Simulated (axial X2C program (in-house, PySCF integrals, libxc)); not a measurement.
# All-electron X2C curves of HfBr⁺, part 1 of 2

Aim: find the lowest determinant of HfBr⁺, scan the bond at several levels and fit the constants, once spin-free and once with spin–orbit coupling.

Program: an in-house X2C program for linear molecules on PySCF integrals. Level of theory: all-electron X2C, Hf dyall-cv3z, Br dyall-cv3z. These are calculated values, not measurements.

## (1) The job

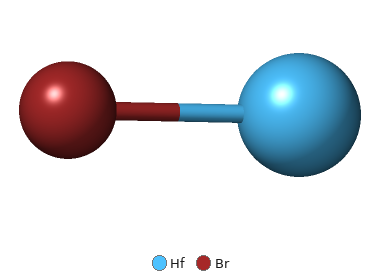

The two atoms at 2.660 Å (hafnium blue, bromine red).

task.json reads:

```json
{
 "zs": [
  72,
  35
 ],
 "q": 1,
 "bas": [
  "dyall-cv3z",
  "dyall-cv3z"
 ],
 "levels": [
  "PBE0",
  "HF",
  "BHandHLYP"
 ],
 "cc": true,
 "r0": 2.66,
 "thr": -1.0,
 "nmax": 90,
 "npts": 10,
 "nst": 2,
 "ntry": 6
}
```

Keys: zs atomic numbers; q charge; bas basis sets; levels methods (HF also brings MP2); cc coupled cluster on or off; r0 starting distance in Å; thr threshold in hartree for freezing inner shells (an s shell follows its p shell); nmax most natural virtual spinors; npts points asked for on the curve; nst determinants followed; ntry starts of the search.

The run is started by

```console
$ python so2c.py task.json out
```

Spin-free means the one-electron spin-free X2C Hamiltonian; two-component (2c) means X2C with spin–orbit coupling and atomic mean-field two-electron Coulomb and Gaunt terms. Basis: Hf dyall-cv3z contracted to [13s14p9d7f4g], Br dyall-cv3z contracted to [8s9p6d4f1g]; Gaussian nuclei, density fitting. Masses: Hf 179.947 u, Br 78.918 u.

Notation: σ, π±, δ± give the projection m of an orbital's angular momentum (0, ±1, ±2), α and β its spin, Λ and M_S the sums; ω is the projection of a spinor's total angular momentum and Ω the sum. Logs are in hartree.

The results follow Hamiltonian by Hamiltonian and level by level.

## (2) Which state to follow

PBE0 moves the distance from 2.660 Å to 2.361 Å and compares determinants there.

Spin-free determinants:

```json
{"ΔE (eV)": "0.00", "state": "M_S = 1, Λ = 2", "open shells": "beyond closed shells: σα, δ+α"}
{"ΔE (eV)": "0.02", "state": "M_S = 0, Λ = 0", "open shells": "closed shell"}
{"ΔE (eV)": "0.71", "state": "M_S = 1, Λ = 1", "open shells": "beyond closed shells: σα, π+α"}
{"ΔE (eV)": "0.75", "state": "M_S = 0, Λ = 2", "open shells": "beyond closed shells: σα, δ+β"}
{"ΔE (eV)": "1.01", "state": "M_S = 0, Λ = 1", "open shells": "beyond closed shells: σα, π+β"}
{"ΔE (eV)": "1.33", "state": "M_S = 1, Λ = 0", "open shells": "beyond closed shells: δ+α, δ-α"}
{"ΔE (eV)": "1.59", "state": "M_S = 1, Λ = 3", "open shells": "beyond closed shells: π+α, δ+α"}
```

Two-component determinants:

```json
{"ΔE (eV)": "0.00", "state": "Ω = 1", "open shells": "excess of +ω over −ω: ω = -1/2, ω = 3/2"}
{"ΔE (eV)": "0.20", "state": "Ω = 0", "open shells": "closed shell"}
{"ΔE (eV)": "0.38", "state": "Ω = 3", "open shells": "excess of +ω over −ω: ω = 1/2, ω = 5/2"}
{"ΔE (eV)": "0.71", "state": "Ω = 2", "open shells": "excess of +ω over −ω: ω = 1/2, ω = 3/2"}
{"ΔE (eV)": "1.08", "state": "Ω = 1", "open shells": "excess of +ω over −ω: 2 × ω = 1/2"}
{"ΔE (eV)": "1.14", "state": "Ω = 2", "open shells": "excess of +ω over −ω: ω = -1/2, ω = 5/2"}
{"ΔE (eV)": "1.51", "state": "Ω = 1", "open shells": "excess of +ω over −ω: ω = -3/2, ω = 5/2"}
```

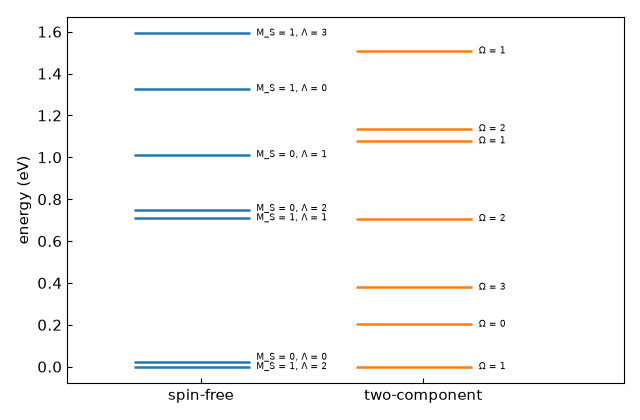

The determinants found, each set from its own lowest.

## (3) PBE0, spin-free

State followed: M_S = 1, Λ = 2 (beyond closed shells: σα, δ+α). The scan is laid around 2.361 Å, a first estimate of the minimum, and this SCF restarts from the orbitals of the search.

The SCF at the reference distance of 2.361 Å:

```text
spin-free X2C-1e  PBE0
basis functions 287  fitting functions 1490  grid points 5801
iter        total energy     max residual
   1     -17684.442012292     2.26e-05
   2     -17684.442012276     3.30e-05
   3     -17684.442012310     8.03e-06
   4     -17684.442012311     2.76e-06
converged
one-electron -25425.28180047  Coulomb 7581.32976106  exact exchange -99.69895441  xc functional -305.60532240  nuclear repulsion 564.81430390
```

Along the bond, energies from the lowest point:

| R (Å) | E (eV) | μ (D) | HOMO (eV) | LUMO (eV) | iterations |
| --- | --- | --- | --- | --- | --- |
| 2.054 | 1.3027 | -3.18 | -10.59 | -8.00 | 13 |
| 2.148 | 0.5342 | -3.58 | -10.74 | -8.09 | 12 |
| 2.219 | 0.2085 | -3.89 | -10.86 | -8.19 | 12 |
| 2.290 | 0.0431 | -4.21 | -10.98 | -8.30 | 12 |
| 2.361 | 0.0000 | -4.54 | -11.11 | -8.41 | 4 |
| 2.444 | 0.0650 | -4.93 | -11.26 | -8.54 | 12 |
| 2.526 | 0.2197 | -5.31 | -11.40 | -8.67 | 12 |
| 2.632 | 0.5067 | -5.81 | -11.57 | -8.83 | 13 |
| 2.762 | 0.9375 | -6.39 | -11.77 | -9.02 | 14 |
| 2.951 | 1.6269 | -7.17 | -12.02 | -9.25 | 15 |

Dipoles are positive if Br is the positive end and refer to the centre of mass.

Outer orbitals at the reference distance:

```tsv
symmetry	occupied	ε (eV)	atomic character
σα	yes	-27.85	82% Hf f, 14% Br s
σβ	yes	-27.76	68% Hf f, 24% Br s, 3% Hf d
π+α	yes	-27.73	100% Hf f
π-α	yes	-27.71	100% Hf f
δ+α	yes	-27.71	100% Hf f
φ+α	yes	-27.69	100% Hf f
δ-α	yes	-27.67	100% Hf f
π+β	yes	-27.60	100% Hf f
π-β	yes	-27.60	100% Hf f
δ-β	yes	-27.60	100% Hf f
δ+β	yes	-27.60	100% Hf f
φ-α	yes	-27.59	100% Hf f
φ-β	yes	-27.48	100% Hf f
φ+β	yes	-27.48	100% Hf f
σβ	yes	-27.27	48% Br s, 37% Hf f, 6% Hf d
σα	yes	-27.26	58% Br s, 23% Hf f, 7% Hf d
σα	yes	-15.49	72% Br p, 12% Hf d, 8% Hf s
σβ	yes	-15.41	74% Br p, 12% Hf d, 7% Hf s
π+α	yes	-14.28	72% Br p, 16% Hf d, 5% Hf f
π-β	yes	-14.28	75% Br p, 13% Hf d, 5% Hf f
π+β	yes	-14.28	75% Br p, 13% Hf d, 5% Hf f
π-α	yes	-14.27	73% Br p, 16% Hf d, 5% Hf f
σα	yes	-11.82	62% Hf s, 32% Hf d, 3% Hf p
δ+α	yes	-11.11	100% Hf d
δ-α	no	-8.41	100% Hf d
σβ	no	-8.30	74% Hf s, 13% Hf d, 8% Hf p
π+α	no	-8.03	78% Hf d, 9% Hf p, 8% Br p
π-α	no	-7.93	78% Hf d, 9% Hf p, 7% Br p
```

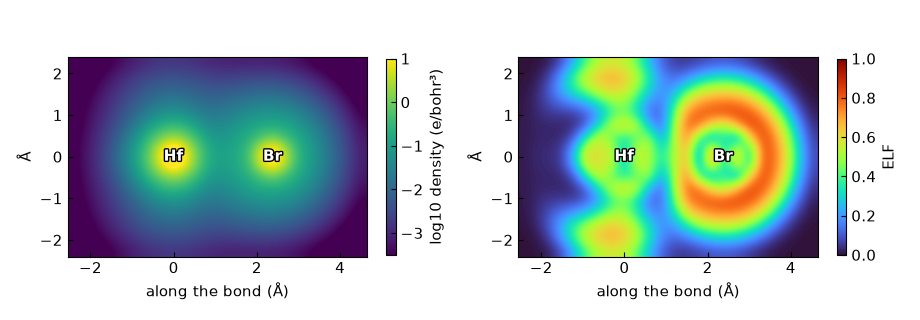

PBE0 fields in a plane through the axis, from a grid of 0.3 Å; Hf lies at z = 0 and Br at z = 2.361 Å; the ELF is damped to zero where the density is low.

Re = 2.355 Å, ωe = 305 cm⁻¹, ωexe = 0.5 cm⁻¹, Be = 0.0554 cm⁻¹, De = 4.31 eV, μ = -4.51 D.

## (4) HF, spin-free

The SCF at the reference distance of 2.361 Å:

```text
spin-free X2C-1e  HF
basis functions 287  fitting functions 1490  grid points 5801
iter        total energy     max residual
   1     -17677.933553128     8.41e-01
   2     -17677.990446282     3.47e-02
   3     -17677.989947046     4.34e-02
   4     -17677.995748509     1.75e-03
   5     -17677.995839472     9.49e-04
   6     -17677.995858563     4.19e-04
   7     -17677.995864226     9.93e-05
   8     -17677.995865005     4.26e-05
   9     -17677.995865101     1.32e-05
  10     -17677.995865130     7.74e-06
  11     -17677.995865138     3.38e-06
  12     -17677.995865139     2.60e-06
converged
one-electron -25427.89297069  Coulomb 7584.19735013  exact exchange -399.11454848  xc functional 0.00000000  nuclear repulsion 564.81430390
```

Re = 2.409 Å, ωe = 294.1 cm⁻¹, ωexe = 0.448 cm⁻¹, Be = 0.05294 cm⁻¹, De = 3.09 eV, μ = -6.22 D.

## (5) BHandHLYP, spin-free

The SCF at the reference distance of 2.361 Å:

```text
spin-free X2C-1e  BHandHLYP
basis functions 287  fitting functions 1490  grid points 5801
iter        total energy     max residual
   1     -17684.727973004     2.96e-01
   2     -17684.732808431     1.60e-02
   3     -17684.731776206     2.53e-02
   4     -17684.734036526     9.50e-04
   5     -17684.734058364     6.07e-04
   6     -17684.734072726     1.17e-04
   7     -17684.734074174     5.97e-05
   8     -17684.734074504     2.89e-05
   9     -17684.734074576     6.13e-06
  10     -17684.734074581     3.89e-06
  11     -17684.734074581     6.89e-07
converged
one-electron -25426.52323200  Coulomb 7582.65678767  exact exchange -199.45632467  xc functional -206.22560948  nuclear repulsion 564.81430390
```

Re = 2.372 Å, ωe = 302 cm⁻¹, ωexe = 0.488 cm⁻¹, Be = 0.05462 cm⁻¹, De = 3.79 eV, μ = -5.09 D.

## (6) MP2 and beyond, spin-free

Correlated methods: 10 electrons correlated (frozen shells, counted by type: Hf 5 s, 4 p, 2 d, 1 f; Br 3 s, 2 p, 1 d), 332 virtual spinors in MP2, 90 natural virtuals in coupled cluster.

Output of the correlated part at 2.361 Å:

```text
correlated 10  virtual 332  natural virtual 90  E(MP2) -0.203131280  MP2 remainder -0.005854974
iter   CCSD correlation   residual
   1     -0.206989749   9.90e-02
   2     -0.211441848   4.23e-02
   3     -0.213203586   1.75e-02
   4     -0.213238303   5.84e-03
   5     -0.213269732   1.66e-03
   6     -0.213276632   5.68e-04
   7     -0.213275477   1.95e-04
   8     -0.213276626   7.56e-05
   9     -0.213275881   3.45e-05
  10     -0.213275937   1.47e-05
  11     -0.213275765   6.73e-06
  12     -0.213275792   3.04e-06
  13     -0.213275780   1.31e-06
(T) -0.010354920  T1 0.0256  D1 0.0362  max T2 0.041
```

T1 in the output is the amplitude norm over the root of the electron number; divide by √2 for the Lee–Taylor value.

MP2: Re = 2.388 Å, ωe = 299.9 cm⁻¹, Be = 0.05388 cm⁻¹, De = 4.20 eV.

CCSD: Re = 2.392 Å, ωe = 298.1 cm⁻¹, ωexe = 0.473 cm⁻¹, Be = 0.0537 cm⁻¹, De = 3.82 eV. T1 at Re = 0.018 (Lee–Taylor, the printed value over √2).

CCSD(T): Re = 2.394 Å, ωe = 296.7 cm⁻¹, ωexe = 0.479 cm⁻¹, Be = 0.05363 cm⁻¹, De = 3.95 eV. T1 at Re = 0.018 (Lee–Taylor, the printed value over √2).

## (7) A higher determinant, spin-free

State: M_S = 0, Λ = 0 (closed shell).

Output at the reference distance:

```text
spin-free X2C-1e  PBE0
basis functions 287  fitting functions 1490  grid points 5801
iter        total energy     max residual
   1     -17684.441219966     2.41e-05
   2     -17684.441219977     2.41e-05
   3     -17684.441219984     6.17e-06
   4     -17684.441219985     2.78e-06
converged
one-electron -25420.55739995  Coulomb 7576.47869522  exact exchange -99.66085761  xc functional -305.51596155  nuclear repulsion 564.81430390
```

| R (Å) | E above the lowest PBE0 point (eV) |
| --- | --- |
| 2.054 | 1.087 |
| 2.148 | 0.398 |
| 2.219 | 0.128 |
| 2.290 | 0.016 |
| 2.361 | 0.022 |
| 2.444 | 0.139 |
| 2.526 | 0.341 |
| 2.632 | 0.681 |
| 2.762 | 1.167 |

Re = 2.321 Å, ωe = 321 cm⁻¹, ωexe = 0.526 cm⁻¹, Be = 0.05706 cm⁻¹, μ = -3.29 D. Te = 0.01 eV. As a difference of two determinants it need not be a gap between pure terms.

## (8) The spin-free curves together

Energy (eV) of the followed determinant, spin-free, from each level's lowest point:

| R (Å) | PBE0 | HF | MP2 | CCSD | CCSD(T) | BHandHLYP |
| --- | --- | --- | --- | --- | --- | --- |
| 2.054 | 1.303 | 1.778 | 1.600 | n/a | n/a | 1.453 |
| 2.148 | 0.534 | 0.832 | 0.715 | 0.733 | 0.738 | 0.625 |
| 2.219 | 0.209 | 0.395 | 0.318 | 0.329 | 0.332 | 0.263 |
| 2.290 | 0.043 | 0.135 | 0.092 | 0.098 | 0.099 | 0.068 |
| 2.361 | 0.000 | 0.012 | 0.000 | 0.000 | 0.000 | 0.000 |
| 2.444 | 0.065 | 0.000 | 0.019 | 0.013 | 0.011 | 0.042 |
| 2.526 | 0.220 | 0.093 | 0.138 | 0.127 | 0.122 | 0.179 |
| 2.632 | 0.507 | 0.321 | 0.393 | 0.375 | 0.366 | 0.450 |
| 2.762 | 0.938 | 0.704 | 0.801 | n/a | n/a | 0.869 |
| 2.951 | 1.627 | 1.363 | 1.484 | n/a | n/a | 1.550 |

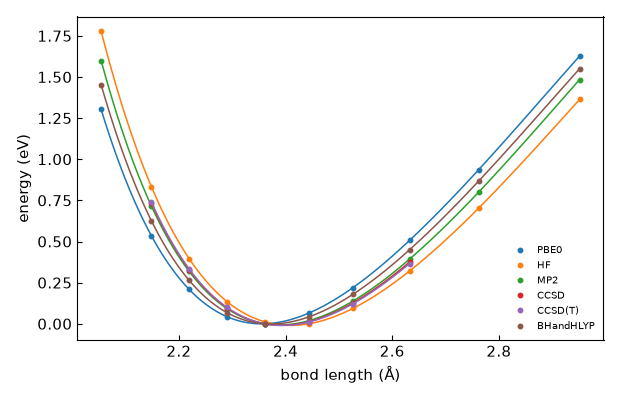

Curves of the followed state, spin-free, each from its own lowest point.

(Continued in part 2 of 2.)
